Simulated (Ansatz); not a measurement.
**Phonon calculation of C2H4OSi**

- system: C2H4OSi, SMILES O=CC=[SiH2]
- method: RKS CAM-B3LYP-D4/def2-SVP (Ansatz 0.2.0)

It belongs to a series of runs on one base structure; here: vibrations at the highest image of the band. Figures and captions count atoms from 1; the log counts them from 0 in places.

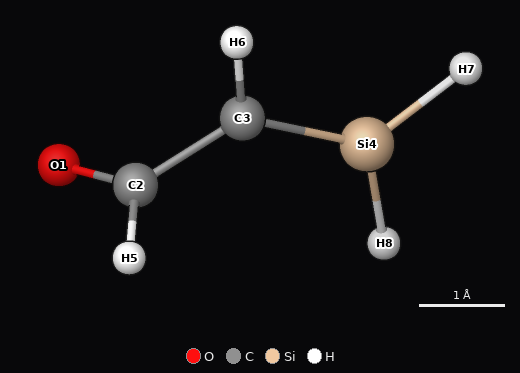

**Figure 1.** The structure as given in the input (ball-and-stick view, seen at a tilt; atoms are numbered from 1 in the order of the input).

Input file:
```yaml
crystal:
  periodic: [false, false, false]
  atoms:
    - { symbol: O, position_ang: [1.657765, 1.033073, -1.288391] }
    - { symbol: C, position_ang: [0.761988, 1.135408, -0.494925] }
    - { symbol: C, position_ang: [0.331493, 0.056202, 0.440077] }
    - { symbol: Si, position_ang: [-0.905258, -1.088667, 0.19653] }
    - { symbol: H, position_ang: [0.195741, 2.099397, -0.407819] }
    - { symbol: H, position_ang: [0.916759, -0.002961, 1.366078] }
    - { symbol: H, position_ang: [-1.205761, -2.127281, 1.202805] }
    - { symbol: H, position_ang: [-1.752718, -1.105173, -1.014356] }
basis:
  gaussian: { orbitals: def2-SVP }
hamiltonian:
  xc: cam_b3lyp
  dispersion: d4
phonons: {}
```

Run as:
```bash
ansatz run input.yaml --threads 2 --pin off --max-ram 3072MiB --backend cpu --events-out ev --progress --plain --runs-dir out
```

Output:
```
Engine: ansatz 0.2.0, x86_64-unknown-linux-gnu
Functional definition: CAM-B3LYP
  parameter alpha = 0.19
  parameter beta = 0.46
  parameter omega = 0.33/bohr
  parameter ac = 0.81
  exchange = (1 - alpha - beta)*b88_x + beta*b88_x_sr(omega) + alpha*exact_x + beta*exact_x_lr(omega)
  correlation = (1 - ac)*vwn5_c + ac*lyp_c
862 factors; integrals over basis functions are off by at most 3.6e-4 eV
296 factors; integrals over basis functions are off by at most 1.1e-6 eV
mean field evaluation 1: about -12047.5630 eV, gradient 5.2e1 eV
mean field evaluation 2: about -12041.7590 eV, gradient 7.2e1 eV
mean field evaluation 4: about -12053.9013 eV, gradient 4.7e0 eV
mean field evaluation 8: about -12053.9611 eV, gradient 7.7e-2 eV
mean field evaluation 16: about -12053.9611 eV, gradient 2.9e-5 eV
mean field -12053.96109531 eV, -442.9748997844 hartree, gradient 2.9e-5 eV, S^2 0.000000; 0 other end points of the search recorded, 0 dependent functions left out
the calculation of the forces begins
reference -12053.96120021 eV, -442.9749036392 hartree; 19, 19 occupied and 61, 61 virtual orbitals, 862 factors
these checks for a lower state are left out or cut short: stability, starts, cluster_reference, orbital_swaps, neighbouring_geometries, increment
862 factors; integrals over basis functions are off by at most 3.6e-4 eV
296 factors; integrals over basis functions are off by at most 1.1e-6 eV
mean field -12053.96096664 eV, -442.9748950557 hartree, gradient 1.4e-6 eV, S^2 0.000000; 0 other end points of the search recorded, 0 dependent functions left out
[... from here on the field's lines of each further geometry are left out, up to the last ...]
the calculation of the forces begins
reference -12053.96115850 eV, -442.9749021064 hartree; 19, 19 occupied and 61, 61 virtual orbitals, 862 factors
these checks for a lower state are left out or cut short: stability, starts, cluster_reference, orbital_swaps, neighbouring_geometries, increment
862 factors; integrals over basis functions are off by at most 3.6e-4 eV
296 factors; integrals over basis functions are off by at most 1.1e-6 eV
mean field evaluation 288: about -12053.9611 eV, gradient 2.6e-6 eV
mean field -12053.96105361 eV, -442.9748982520 hartree, gradient 2.6e-6 eV, S^2 0.000000; 0 other end points of the search recorded, 0 dependent functions left out
the calculation of the forces begins
reference -12053.96115852 eV, -442.9749021073 hartree; 19, 19 occupied and 61, 61 virtual orbitals, 862 factors
WARN: phonons: modes at or below zero, which the zero-point energy, F, S and C_V leave out: 1, the lowest at -249.95 cm⁻¹. A minimum has none, and a first-order saddle one
Total energy: -12054.09197629 eV, -442.9797095718 hartree
Atom 0 at     1.657765     1.033073    -1.288391 Å, force     0.004933    -0.001391    -0.009739 eV/Å
Atom 1 at     0.761988     1.135408    -0.494925 Å, force    -0.002041    -0.001177     0.020670 eV/Å
Atom 2 at     0.331493     0.056202     0.440077 Å, force    -0.001843     0.008330    -0.011867 eV/Å
Atom 3 at    -0.905258    -1.088667     0.196530 Å, force     0.001586    -0.000588     0.001079 eV/Å
Atom 4 at     0.195741     2.099397    -0.407819 Å, force    -0.000001    -0.000866    -0.002520 eV/Å
Atom 5 at     0.916759    -0.002961     1.366078 Å, force    -0.002934    -0.003161     0.000911 eV/Å
Atom 6 at    -1.205761    -2.127281     1.202805 Å, force     0.001394     0.000292     0.000854 eV/Å
Atom 7 at    -1.752718    -1.105173    -1.014356 Å, force    -0.001094    -0.001439     0.000612 eV/Å
Dipole moment:    -0.517174    -0.213009     0.353473 e Å
Vibrations: -249.95 194.96 296.66 515.52 575.88 656.75 704.25 862.15 951.48 961.01 1103.21 1310.73 1413.97 1863.61 2303.71 2325.30 2904.79 3175.98 cm⁻¹, zero-point energy 1.371262 eV
```

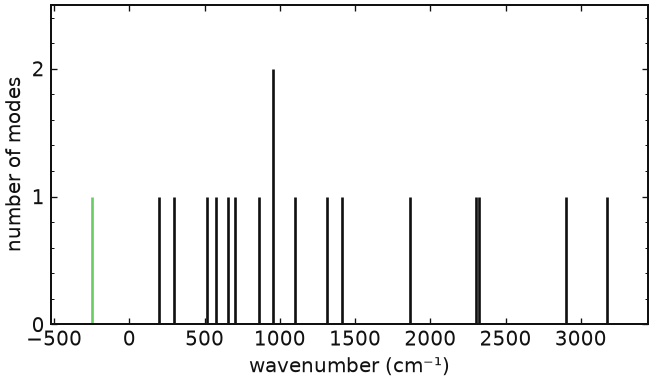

**Figure 2.** Harmonic vibrational wavenumbers from the force constants; neighbouring modes closer than 16 cm⁻¹ are counted in one stick, and imaginary ones are drawn at negative wavenumbers. 18 modes from 250i to 3176 cm⁻¹, 1 imaginary beyond 8i (250i cm⁻¹): a first-order saddle point, if the geometry is stationary.

Key numbers:

- outcome: converged
- total energy: −12054.0920 eV
- mean-field energy: −12053.9612 eV
- largest force (length of the vector): 0.021 eV/Å
- hardware: 2 threads of Intel Xeon (Sapphire Rapids), 16 GiB of memory available, shared host
- wall time: 42 s (CPU time 79 s)
- peak memory: 0.19 GiB
